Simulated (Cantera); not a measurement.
Feed: 1 mol CH3Cl, equilibrated at 13.3 mbar.

These are equilibrium values from Cantera (NASA tables, ideal gas, pure condensed phases), not measurements of a reactor. Candidate condensed phases: C, C6H6, C7H8, C8H18; 91 gas species. Equilibrium is a limit: real reactors are often held back by kinetics, nucleation or transport.

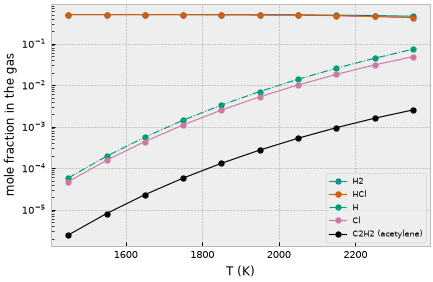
Figure: Equilibrium gas composition (values under 1e-9 drawn at 1e-9)

**Question.** Read off the mole fractions at 2250 K.

**Answer.** H2 about 0.47, HCl about 0.45, H about 0.044, Cl about 0.031, C2H2 (acetylene) about 0.0016.
